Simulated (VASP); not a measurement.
# SrIr2 with rev-vdW-DF2: from relaxation to properties, part 2 of 6

Aim: relax SrIr2 with rev-vdW-DF2, compute its properties on that cell and hold them against experiment. The start is a cell from a database of measured crystal structures.

VASP 6.6.1; rev-vdW-DF2; plane waves and PAW (Sr_sv, Ir).

Still holding for the runs below: The k-mesh is coarse for a metal.

So far. Step 2 (Relaxing cell and atoms (rev-vdW-DF2)): It ends with forces that vanish by symmetry and a pressure of 0.02 GPa. The volume lies +0.3 % from that of the database's start.

The database entry behind the starting cell differs from later determinations by our own check (an axis about 1.2 % short against later determinations), so it need not match the best structure at ambient conditions.

### Step 3. Single point with fields (rev-vdW-DF2)

A single point on the relaxed cell gives a clean self-consistent state, with density, ELF and potential written out.

The input, INCAR:

```
SYSTEM = SrIr2
PREC = Accurate
ENCUT = 400
EDIFF = 1E-06
NELM = 100
ISMEAR = 1
SIGMA = 0.2
LREAL = .FALSE.
ALGO = Normal
GGA = MK
AGGAC = 0
LUSE_VDW = .TRUE.
PARAM1 = 0.1234
PARAM2 = 0.711357
ZAB_VDW = -1.8867
LASPH = .TRUE.
NBANDS = 34
LORBIT = 11
LWAVE = .FALSE.
LCHARG = .TRUE.
ISIF = 2
LELF = .TRUE.
LVHAR = .TRUE.
```

The input, POSCAR:

```
SrIr2
1.0
    0.0000000000      3.8534166013      3.8534166013
    3.8534166013      0.0000000000      3.8534166013
    3.8534166013      3.8534166013      0.0000000000
Sr Ir
2 4
Direct
    0.0000000000      0.0000000000      0.0000000000
    0.2500000000      0.2500000000      0.2500000000
    0.6250000000      0.6250000000      0.6250000000
    0.1250000000      0.6250000000      0.6250000000
    0.6250000000      0.6250000000      0.1250000000
    0.6250000000      0.1250000000      0.6250000000
```

The input, KPOINTS:

```
Automatic mesh
0
Gamma
5 5 5
0 0 0
```

The projector-augmented-wave data sets are Sr_sv and Ir (PBE family, release 64).

The run is started by

```bash
$ mpirun -np 4 vasp_std
```

The log of the run:

```text
[banner, memory and clock lines left out]
running    4 mpi-ranks, on    1 nodes
 distrk:  each k-point on    4 cores,    1 groups
 distr:  one band on    1 cores,    4 groups

 POSCAR found type information on POSCAR SrIr
 POSCAR found :  2 types and       6 ions
 [... a notice as in an earlier step ...]

 [... a notice as in an earlier step ...]

 LDA part: xc-table for (Slater+PW92), standard interpolation
|                                                                             |
|           W    W    AA    RRRRR   N    N  II  N    N   GGGG   !!!           |
|           W    W   A  A   R    R  NN   N  II  NN   N  G    G  !!!           |
|           W    W  A    A  R    R  N N  N  II  N N  N  G       !!!           |
|           W WW W  AAAAAA  RRRRR   N  N N  II  N  N N  G  GGG   !            |
|           WW  WW  A    A  R   R   N   NN  II  N   NN  G    G                |
|           W    W  A    A  R    R  N    N  II  N    N   GGGG   !!!           |
|                                                                             |
|     The number of bands has been changed from the values supplied in        |
|     The orbitals not found in the WAVECAR file will be initialized with     |
|     random numbers, which is usually adequate. For correlated               |
|     calculations, however, you should redo the groundstate calculation.     |
|     I found NBANDS = 34. Now, NBANDS = 36.                                  |
|                                                                             |

 POSCAR, INCAR and KPOINTS ok, starting setup
 FFT: planning ... GRIDC
 FFT: planning ... GRID_SOFT
 FFT: planning ... GRID
 WAVECAR not read
 entering main loop
       N       E                     dE             d eps       ncg     rms          rms(c)
DAV:   1     0.486516198001E+03    0.48652E+03   -0.22111E+04   720   0.124E+03
DAV:   2     0.107130984928E+02   -0.47580E+03   -0.45826E+03   720   0.409E+02
DAV:   3    -0.290381230716E+02   -0.39751E+02   -0.37750E+02  1084   0.101E+02
DAV:   4    -0.318381820919E+02   -0.28001E+01   -0.27811E+01  1136   0.251E+01
DAV:   5    -0.318967036582E+02   -0.58522E-01   -0.58480E-01  1028   0.278E+00    0.579E+01
DAV:   6    -0.286496504457E+02    0.32471E+01   -0.22527E+01  1056   0.279E+01    0.131E+01
DAV:   7    -0.283293493133E+02    0.32030E+00   -0.22223E+00  1036   0.902E+00    0.115E+01
DAV:   8    -0.282492179382E+02    0.80131E-01   -0.21523E-01   948   0.249E+00    0.284E+00
DAV:   9    -0.282448884059E+02    0.43295E-02   -0.31096E-02  1132   0.117E+00    0.788E-01
DAV:  10    -0.282446966429E+02    0.19176E-03   -0.32180E-03  1016   0.313E-01    0.103E-01
DAV:  11    -0.282447315623E+02   -0.34919E-04   -0.11400E-04   920   0.658E-02    0.705E-02
DAV:  12    -0.282447332214E+02   -0.16591E-05   -0.23829E-05  1068   0.248E-02    0.554E-03
DAV:  13    -0.282447334115E+02   -0.19007E-06   -0.73241E-07   460   0.626E-03
   1 F= -.28244733E+02 E0= -.28241913E+02  d E =-.846243E-02
```

Elapsed: 23 s, on 4 MPI ranks of Intel Xeon 6975P-C (Granite Rapids), shared host; peak memory 1 GiB; 88 s of CPU time.

Parts of OUTCAR (step 3):

```text
  LATTYP: Found a face centered cubic cell.
 ALAT       =     7.7068332026

 Found     10 irreducible k-points:

   k-points           NKPTS =     10   k-points in BZ     NKDIM =     10   number of bands    NBANDS=     36

   ENCUT  =  400.0 eV  29.40 Ry    5.42 a.u.   8.89  8.89  8.89*2*pi/ulx,y,z

   NELECT =      56.0000    total number of electrons

 E-fermi :   5.9127

 k-point     1 :       0.0000    0.0000    0.0000
  band No.  band energies     occupation
    ...
     22       5.6545      2.06969
     23       5.6545      2.06969
     24       5.6545      2.06969
     25       5.7339      2.02061
     26       5.7339      2.02061
     27       6.8078     -0.00000
     28       6.8078     -0.00000
     29       7.2633     -0.00000
     30       7.3285     -0.00000
     31       7.3285     -0.00000
    ...

 k-point     2 :       0.2000    0.0000    0.0000
  band No.  band energies     occupation
    ...
     23       5.1749      2.00000
     24       5.6188      2.05799
     25       5.6752      2.07046
     26       5.6752      2.07046
     27       5.7640      1.94821
     28       6.3660     -0.00617
     29       6.3660     -0.00617
     30       7.3424     -0.00000
     31       7.6921     -0.00000
     32       7.6921     -0.00000
    ...

Total vdW correction in eV:      7.7892879

  Total        0.0043827      0.0043827      0.0043827     -0.0000000      0.0000000      0.0000000
  in kB        0.0613602      0.0613602      0.0613602     -0.0000000      0.0000000      0.0000000
  external PRESSURE =       0.0613602 kB  Pullay stress =       0.0000000 kB

  energy-cutoff  :      400.00
  volume of cell :      114.44
      direct lattice vectors                 reciprocal lattice vectors
     0.000000000  3.853416601  3.853416601    -0.129754982  0.129754982  0.129754982
     3.853416601  0.000000000  3.853416601     0.129754982 -0.129754982  0.129754982
     3.853416601  3.853416601  0.000000000     0.129754982  0.129754982 -0.129754982

 POSITION                                       TOTAL-FORCE (eV/Angst)
 -----------------------------------------------------------------------------------
      0.00000      0.00000      0.00000         0.000000      0.000000      0.000000
      1.92671      1.92671      1.92671        -0.000000     -0.000000     -0.000000
      4.81677      4.81677      4.81677         0.000000      0.000000      0.000000
      4.81677      2.89006      2.89006         0.000000      0.000000      0.000000
      2.89006      2.89006      4.81677         0.000000      0.000000      0.000000
      2.89006      4.81677      2.89006         0.000000      0.000000      0.000000
 -----------------------------------------------------------------------------------
    total drift:                                0.000000      0.000000      0.000000

  FREE ENERGIE OF THE ION-ELECTRON SYSTEM (eV)
  ---------------------------------------------------
  free  energy   TOTEN  =       -28.2447334115 eV

  energy  without entropy=      -28.2362709822  energy(sigma->0) =      -28.24191260

Total vdW correction in eV:      7.7892700

 total charge
# of ion       s       p       d       tot
------------------------------------------
    1        2.036   5.762   0.333   8.132
    2        2.036   5.762   0.333   8.132
    3        0.727   0.478   7.023   8.228
    4        0.727   0.478   7.023   8.228
    5        0.727   0.478   7.023   8.228
    6        0.727   0.478   7.023   8.228
--------------------------------------------------
tot          6.982  13.436  28.757  49.174

[... 4 parts as in an earlier step ...]

[... 6 further parts left out ...]
```

This step gave:

```
SCF cycles   : 13
bands        : 36
Fermi energy : 5.913 eV
pressure     : 0.006136 GPa
```

Valence electrons inside each PAW sphere by angular momentum. Sphere charges, by row:

```csv
atom,s (e),p (e),d (e),tot (e)
Sr1,2.036,5.762,0.333,8.132
Sr2,2.036,5.762,0.333,8.132
Ir3,0.727,0.478,7.023,8.228
Ir4,0.727,0.478,7.023,8.228
Ir5,0.727,0.478,7.023,8.228
Ir6,0.727,0.478,7.023,8.228
```

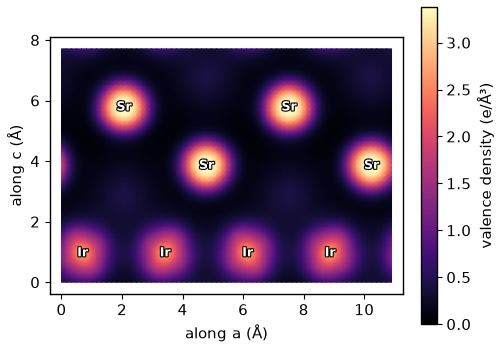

Valence density in the ac plane of a cell with a along [110], b along [-110] and c along [001] of the cube at fractional y = 0.000, with atoms of Sr and Ir within 0.2 Å of it. It is the smooth field of the valence electrons, not physical close to the nuclei. The map starts off the cell's origin, so that atoms lie inside it.

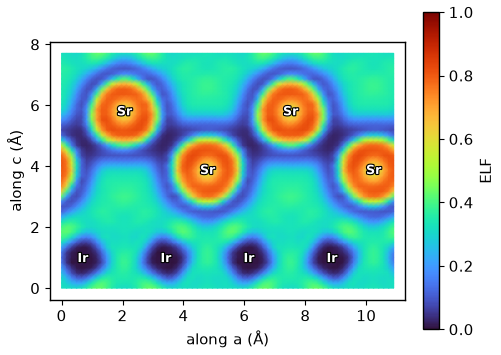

ELF in the ac plane of a cell with a along [110], b along [-110] and c along [001] of the cube at fractional y = 0.000, with atoms of Sr and Ir within 0.2 Å of it. It is the smooth field of the valence electrons, not physical close to the nuclei. The map starts off the cell's origin, so that atoms lie inside it.

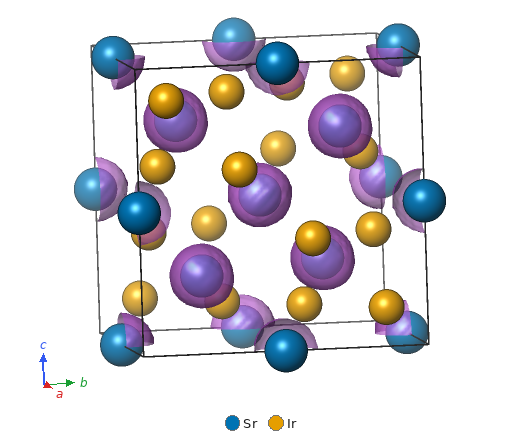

Surface of ELF = 0.75.

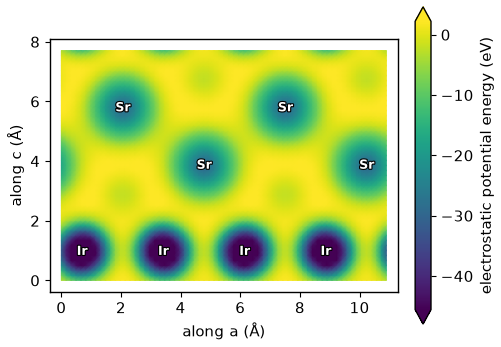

Electrostatic potential energy in the ac plane of a cell with a along [110], b along [-110] and c along [001] of the cube at fractional y = 0.000, with atoms of Sr and Ir within 0.2 Å of it. With pseudopotentials it is smooth inside the atoms' cores, unlike the true potential. The map starts off the cell's origin, so that atoms lie inside it.

In this run the pressure is 0.01 GPa, small enough to go on.

### Step 4. Bands along the symmetry lines (rev-vdW-DF2)

Levels along the symmetry lines show where the bands peak and cross; KPOINTS_OPT computes them in the converged potential.

Edit INCAR of step 3 so:

```diff
@@ -16,8 +16,6 @@
 LASPH = .TRUE.
-NBANDS = 34
+NBANDS = 44
 LORBIT = 11
 LWAVE = .FALSE.
-LCHARG = .TRUE.
-ISIF = 2
-LELF = .TRUE.
-LVHAR = .TRUE.
+LCHARG = .FALSE.
+KPAR = 4
```

POSCAR is that of step 3.

KPOINTS is that of step 3.

The input, KPOINTS_OPT:

```
Line mode
16
Line-mode
Reciprocal
  0.00000000   0.00000000   0.00000000 GAMMA
  0.50000000   0.00000000   0.50000000 X

  0.50000000   0.00000000   0.50000000 X
  0.50000000   0.25000000   0.75000000 W

  0.50000000   0.25000000   0.75000000 W
  0.37500000   0.37500000   0.75000000 K

  0.37500000   0.37500000   0.75000000 K
  0.00000000   0.00000000   0.00000000 GAMMA

  0.00000000   0.00000000   0.00000000 GAMMA
  0.50000000   0.50000000   0.50000000 L

  0.50000000   0.50000000   0.50000000 L
  0.62500000   0.25000000   0.62500000 U

  0.62500000   0.25000000   0.62500000 U
  0.50000000   0.25000000   0.75000000 W

  0.50000000   0.25000000   0.75000000 W
  0.50000000   0.50000000   0.50000000 L

  0.50000000   0.50000000   0.50000000 L
  0.37500000   0.37500000   0.75000000 K

  0.62500000   0.25000000   0.62500000 U
  0.50000000   0.00000000   0.50000000 X
```

The run is started by

```bash
$ mpirun -np 4 vasp_std
```

The log of the run:

```text
[banner, memory and clock lines left out]
running    4 mpi-ranks, on    1 nodes
 distrk:  each k-point on    1 cores,    4 groups
 distr:  one band on    1 cores,    1 groups

 POSCAR found type information on POSCAR SrIr
 POSCAR found :  2 types and       6 ions
 [... a notice as in an earlier step ...]

 [... a notice as in an earlier step ...]

 LDA part: xc-table for (Slater+PW92), standard interpolation
 POSCAR, INCAR and KPOINTS ok, starting setup
 FFT: planning ... GRIDC
 FFT: planning ... GRID_SOFT
 FFT: planning ... GRID
 WAVECAR not read
 entering main loop
       N       E                     dE             d eps       ncg     rms          rms(c)
DAV:   1     0.444662449871E+03    0.44466E+03   -0.21486E+04   880   0.101E+03
DAV:   2    -0.279815247152E+01   -0.44746E+03   -0.41425E+03   884   0.327E+02
DAV:   3    -0.302865232765E+02   -0.27488E+02   -0.26316E+02  1256   0.787E+01
DAV:   4    -0.318821445801E+02   -0.15956E+01   -0.15762E+01  1440   0.147E+01
DAV:   5    -0.318988663648E+02   -0.16722E-01   -0.16714E-01  1192   0.135E+00    0.579E+01
DAV:   6    -0.286965226467E+02    0.32023E+01   -0.13521E+01  1160   0.228E+01    0.148E+01
DAV:   7    -0.283324891786E+02    0.36403E+00   -0.14554E+00  1140   0.797E+00    0.105E+01
DAV:   8    -0.282515521340E+02    0.80937E-01   -0.13649E-01  1176   0.195E+00    0.398E+00
DAV:   9    -0.282447348320E+02    0.68173E-02   -0.23741E-02  1480   0.881E-01    0.520E-01
DAV:  10    -0.282446728877E+02    0.61944E-04   -0.12484E-03  1188   0.206E-01    0.152E-01
DAV:  11    -0.282447437545E+02   -0.70867E-04   -0.13087E-04  1104   0.601E-02    0.141E-01
DAV:  12    -0.282447329685E+02    0.10786E-04   -0.18199E-05  1320   0.247E-02    0.250E-02
DAV:  13    -0.282447336520E+02   -0.68355E-06   -0.99166E-07   712   0.614E-03
   1 F= -.28244734E+02 E0= -.28241913E+02  d E =-.846269E-02
 Start KPOINTS_OPT (optional k-point list driver)
k-point batch [1-10\160]
       N       E                     dE             ncg
DAV:   1     0.388261959667E+04    0.24760E+03      880
DAV:   2    -0.654930056097E+03   -0.45375E+04      884
DAV:   3    -0.931265129757E+03   -0.27634E+03     1216
DAV:   4    -0.944110974824E+03   -0.12846E+02     1432
DAV:   5    -0.944329304632E+03   -0.21833E+00     1248
DAV:   6    -0.944333814868E+03   -0.45102E-02     1268
DAV:   7    -0.944333975008E+03   -0.16014E-03     1408
DAV:   8    -0.944333976700E+03   -0.16917E-05     1012
DAV:   9    -0.944333976814E+03   -0.11397E-06      752
[...]
k-point batch [151-160\160]
       N       E                     dE             ncg
DAV:   1     0.383057263129E+04   -0.93584E+04      880
DAV:   2    -0.767615625839E+03   -0.45982E+04      896
DAV:   3    -0.103393851509E+04   -0.26632E+03     1248
DAV:   4    -0.104770239793E+04   -0.13764E+02     1456
DAV:   5    -0.104783019600E+04   -0.12780E+00     1096
DAV:   6    -0.104783341891E+04   -0.32229E-02     1328
DAV:   7    -0.104783350652E+04   -0.87611E-04     1196
DAV:   8    -0.104783350909E+04   -0.25731E-05     1128
DAV:   9    -0.104783350918E+04   -0.83347E-07      700
```

Wall time 1.7 min (4 MPI ranks); peak memory 1.9 GiB.

OUTCAR, selected parts (step 4):

```text
 Found     10 irreducible k-points:

   k-points           NKPTS =     10   k-points in BZ     NKDIM =     10   number of bands    NBANDS=     44

   NELECT =      56.0000    total number of electrons

 E-fermi :   5.9127

 k-point     1 :       0.0000    0.0000    0.0000
  band No.  band energies     occupation
    ...
     22       5.6545      2.06969
     23       5.6545      2.06969
     24       5.6545      2.06969
     25       5.7339      2.02062
     26       5.7339      2.02062
     27       6.8078     -0.00000
     28       6.8078     -0.00000
     29       7.2634     -0.00000
     30       7.3285     -0.00000
     31       7.3285     -0.00000
    ...

 k-point     2 :       0.2000    0.0000    0.0000
  band No.  band energies     occupation
    ...
     23       5.1749      2.00000
     24       5.6188      2.05799
     25       5.6752      2.07046
     26       5.6752      2.07046
     27       5.7641      1.94807
     28       6.3660     -0.00617
     29       6.3660     -0.00617
     30       7.3425     -0.00000
     31       7.6921     -0.00000
     32       7.6921     -0.00000
    ...

Total vdW correction in eV:      7.7893389

  Total        0.0058654      0.0058654      0.0058654      0.0000000     -0.0000000     -0.0000000
  in kB        0.0821189      0.0821189      0.0821189      0.0000000     -0.0000000     -0.0000000
  external PRESSURE =       0.0821189 kB  Pullay stress =       0.0000000 kB

 POSITION                                       TOTAL-FORCE (eV/Angst)
 -----------------------------------------------------------------------------------
      0.00000      0.00000      0.00000        -0.000000     -0.000000     -0.000000
      1.92671      1.92671      1.92671         0.000000      0.000000      0.000000
      4.81677      4.81677      4.81677         0.000000     -0.000000     -0.000000
      4.81677      2.89006      2.89006         0.000000     -0.000000     -0.000000
      2.89006      2.89006      4.81677         0.000000     -0.000000     -0.000000
      2.89006      4.81677      2.89006         0.000000     -0.000000     -0.000000
 -----------------------------------------------------------------------------------
    total drift:                                0.000000      0.000000      0.000000

  FREE ENERGIE OF THE ION-ELECTRON SYSTEM (eV)
  ---------------------------------------------------
  free  energy   TOTEN  =       -28.2447336520 eV

  energy  without entropy=      -28.2362709630  energy(sigma->0) =      -28.24191276

Total vdW correction in eV:      7.7892689

 total charge
# of ion       s       p       d       tot
------------------------------------------
    1        2.036   5.762   0.333   8.132
    2        2.036   5.762   0.333   8.132
    3        0.727   0.478   7.023   8.228
    4        0.727   0.478   7.023   8.228
    5        0.727   0.478   7.023   8.228
    6        0.727   0.478   7.023   8.228
--------------------------------------------------
tot          6.981  13.436  28.757  49.175

[... 8 parts as in an earlier step ...]

[... 5 further parts left out ...]
```

Spin-orbit coupling is off here; with elements this heavy it splits and shifts levels by tenths of an eV or more.

This step gave:

```yaml
bands: 44
pressure: 0.008212 GPa
```

Electronic bands along the path, in eV, zero at the Fermi level; # counts the bands kept, so #1 is VASP's band 9:

```csv
point,#17,#18,#19,#20,#21,#22,#23,#24
Γ,-0.18,-0.18,0.90,0.90,1.35,1.42,1.42,1.42
X,-1.56,-1.56,-0.29,-0.29,-0.17,-0.17,1.89,1.89
W,-0.83,-0.83,-0.77,-0.77,0.29,0.29,1.56,1.56
K,-1.31,-1.07,-0.69,-0.56,-0.01,0.30,1.30,2.33
Γ,-0.18,-0.18,0.90,0.90,1.35,1.42,1.42,1.42
L,-0.41,-0.41,-0.36,0.02,0.02,1.94,2.24,2.60
U,-1.31,-1.07,-0.69,-0.56,-0.01,0.30,1.30,2.33
W,-0.83,-0.83,-0.77,-0.77,0.29,0.29,1.56,1.56
L,-0.41,-0.41,-0.36,0.02,0.02,1.94,2.24,2.60
K,-1.31,-1.07,-0.69,-0.56,-0.01,0.30,1.30,2.33
jump to U,-1.31,-1.07,-0.69,-0.56,-0.01,0.30,1.30,2.33
X,-1.56,-1.56,-0.29,-0.29,-0.17,-0.17,1.89,1.89
```

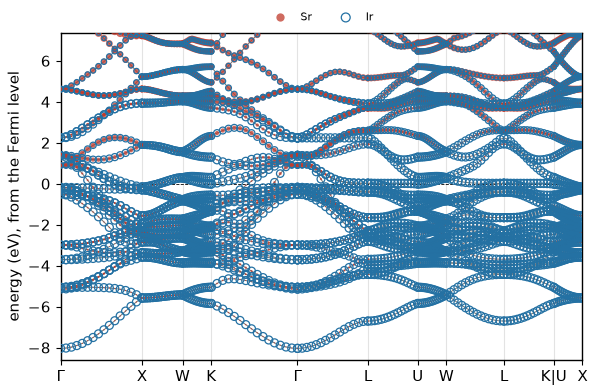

Electronic bands along the path; dots are coloured as in the legend, and their area grows with the weight.

There is no gap at this level.

[end of part 2 of 6]

[Lines on the potential files, build, host, timing and source positions are cut from VASP's logs without a mark.]

[Logs are printed without paths, hosts, clocks, repeated set-up lines and the standing remarks that a program may print on its own settings, such as how far it seeks lower states.]

[Hosts, paths, dates, database ids (printed as entryN), source tags and the programs' standing remarks are cut or masked in the printed files.]

[A measured line is paired with the nearest computed mode of its activity, which favours agreement.]

[In band tables of VASP the shares of atoms and orbitals are scaled to a sum of 1 inside the atoms' spheres.]
